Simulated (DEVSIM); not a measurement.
Device: Ni/Si3N4/p-Si capacitor, at 300 K.

```
layer (left to right)  material  thickness (nm)  Na (cm⁻³)
---------------------  --------  --------------  ---------
1                         Si3N4           0.920          -
2                            Si            4500     1.6e16
```

Metal gate on the left, work function 5.1 eV. Fixed charge at the semiconductor interface -2.1e11 cm⁻² (in units of +e); interface traps 1.1e12 cm⁻² eV⁻¹, uniform in energy, neutral level at 0.3 of the gap above the valence band.

Constants are typed, rounded textbook-type inputs, not results; the design itself was drawn at random and stands for no fabricated device. Values at 300 K.

```
parameter      Si3N4       Si
-------------  -----  -------
gap (eV)         5.1    1.124
affinity (eV)    2.1     4.05
permittivity     7.5     11.7
Nc (cm⁻³)          -  2.86e19
Nv (cm⁻³)          -   3.1e19
```

DEVSIM, 1D Poisson equation in equilibrium, Boltzmann statistics, complete ionisation; no quantum confinement or tunnelling. Metal contacts follow the ideal Schottky-Mott rule: no Fermi-level pinning, no interface dipoles.

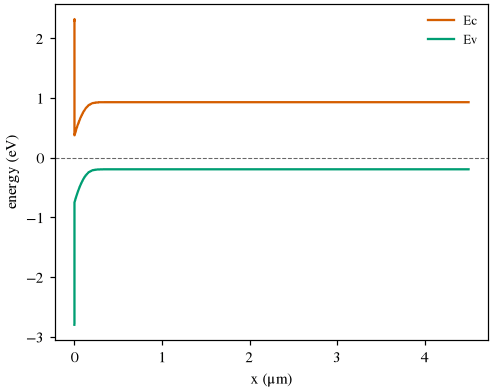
Figure: Band edges at 0.7 V on the gate

Energies count from the Fermi level of the right contact; mesh points crowd at the junctions.

```
x (μm)     Ec (eV)  Ev (eV)  n (cm⁻³)  p (cm⁻³)  field (V/cm)
---------  -------  -------  --------  --------  ------------
0.000        2.300   -2.800     < 1e2     < 1e2        240000
0.0005087    2.312   -2.788     < 1e2     < 1e2        240000
0.001182     0.373   -0.751    1.5e13   7600000         51000
0.002657     0.381   -0.743    1.1e13     1.0e7         51000
0.007242     0.404   -0.720    4.7e12     2.5e7         50000
0.01500      0.442   -0.682    1.1e12     1.1e8         48000
0.03081      0.514   -0.610    6.6e10     1.8e9         44000
0.07995      0.700   -0.424     5.0e7    2.3e12         32000
0.1631       0.879   -0.245     50000    2.3e15         12000
0.3326       0.928   -0.196      7400    1.6e16           110
0.6777       0.928   -0.196      7300    1.6e16           ≈ 0
1.811        0.928   -0.196      7300    1.6e16           ≈ 0
3.101        0.928   -0.196      7300    1.6e16           ≈ 0
3.814        0.928   -0.196      7300    1.6e16           ≈ 0
4.236        0.928   -0.196      7300    1.6e16           ≈ 0
4.371        0.928   -0.196      7300    1.6e16           ≈ 0
4.438        0.928   -0.196      7300    1.6e16           ≈ 0
4.471        0.928   -0.196      7300    1.6e16           ≈ 0
4.490        0.928   -0.196      7300    1.6e16           ≈ 0
4.496        0.928   -0.196      7300    1.6e16           ≈ 0
4.499        0.928   -0.196      7300    1.6e16           ≈ 0
4.501        0.928   -0.196      7300    1.6e16           ≈ 0
```
